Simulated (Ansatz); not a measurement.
```yaml
atoms:
  - { symbol: Ge, position_ang: [0.0004, 0.0000, -0.2731] }
  - { symbol: H, position_ang: [0.0002, 0.0000, 1.2609] }
  - { symbol: H, position_ang: [1.4468, 0.0000, -0.7819] }
  - { symbol: H, position_ang: [-0.7228, 1.2526, -0.7822] }
  - { symbol: H, position_ang: [-0.7228, -1.2526, -0.7822] }
  - { symbol: F, position_ang: [-0.0002, 0.0000, 4.6299] }
```

All numbers below come from UHF/def2-mTZVP in Ansatz.

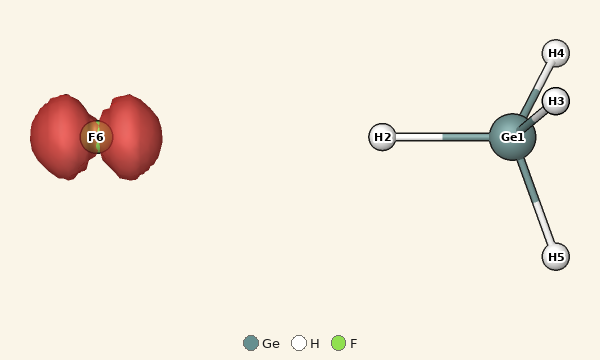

GeH₄···F (doublet). Isosurfaces of the spin density at +0.3 (red) and −0.3 e/Å³ (blue), seen from one side.

**Which atoms carry the spin?**

The unpaired spin (1 electron) lies mostly on F6 (about 1.0), in electrons by Hirshfeld's partition. Only one sign reaches the isovalue.
